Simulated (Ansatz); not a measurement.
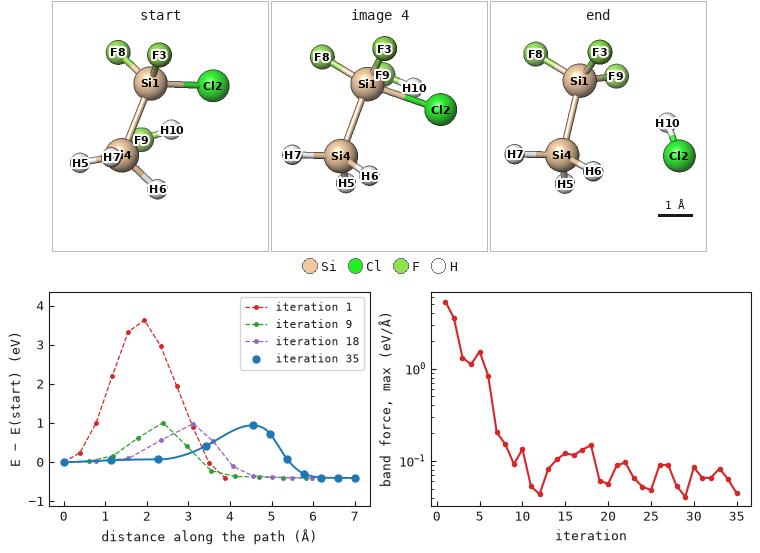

A nudged-elastic-band calculation for Si2H4ClF3, made up at the start of Si2H3ClF2 and HF. Images are numbered from 0 (start) to 10 (end). The plot follows the band through its iterations. The picture is a ball-and-stick view, seen from a free direction.

These are results of RKS r2SCAN-D4/def2-SVP in Ansatz, not measurements.

Input
```yaml
crystal:
  periodic: [false, false, false]
  atoms:
    - { symbol: Si, position_ang: [0.186566, -0.028957, -0.048395] }
    - { symbol: Cl, position_ang: [0.390354, -0.066678, 2.027891] }
    - { symbol: F, position_ang: [1.699004, -0.035517, -0.611927] }
    - { symbol: Si, position_ang: [-1.008479, 1.830055, -0.79099] }
    - { symbol: H, position_ang: [-2.289409, 1.386012, -1.401637] }
    - { symbol: H, position_ang: [-1.232782, 2.73814, 0.367875] }
    - { symbol: H, position_ang: [-0.16833, 2.528149, -1.810143] }
    - { symbol: F, position_ang: [-0.451659, -1.445015, -0.47365] }
    - { symbol: F, position_ang: [-2.477147, 0.171083, 1.139377] }
    - { symbol: H, position_ang: [-1.915418, 0.075328, 1.879698] }
basis:
  gaussian: { orbitals: def2-SVP }
hamiltonian:
  xc: r2scan
  dispersion: d4
neb:
  order_check: false
  images: 9
  f_tol: 0.05
  max_iterations: 60
  initial_path: linear
  final_atoms:
    - { symbol: Si, position_ang: [-0.1764218, -0.29462123, -0.40847926] }
    - { symbol: Cl, position_ang: [-1.38625045, 1.26585354, 2.7345254] }
    - { symbol: F, position_ang: [1.37029146, -0.34992391, 0.02884738] }
    - { symbol: Si, position_ang: [-0.9434586, 1.87295312, -0.77834257] }
    - { symbol: H, position_ang: [-2.41351013, 1.91232528, -0.54077795] }
    - { symbol: H, position_ang: [-0.21666988, 2.82947777, 0.09744789] }
    - { symbol: H, position_ang: [-0.65756861, 2.17174622, -2.21333933] }
    - { symbol: F, position_ang: [-0.32731711, -1.1966396, -1.73311145] }
    - { symbol: F, position_ang: [-0.99458878, -1.09933022, 0.74308063] }
    - { symbol: H, position_ang: [-1.52180609, 0.04075901, 2.34824826] }
```

Launched with:
```bash
ansatz run input.yaml --threads 4 --pin off --max-ram 5120MiB --backend cpu --events-out ev --progress --plain --runs-dir out
```

Q: How did the profile develop, and is the result final?

A: The run is converged, with reservations. The band converged in 35 iterations. The largest component of the band force went from 5.3 to 0.045 eV/Å. The climbing image converged on the top of the path. Its curvatures weren't checked. The straight starting path can push atoms close together and costs iterations. The first iteration put the highest image at 3.63 eV. The energy climbs by 0.93 eV to image 4 and then falls by 1.34 eV, so the end point sits at −0.41 eV.

Limits of the set-up: the start holds two separate molecules, 2.3 Å apart at their closest, whose relative position is a soft coordinate.
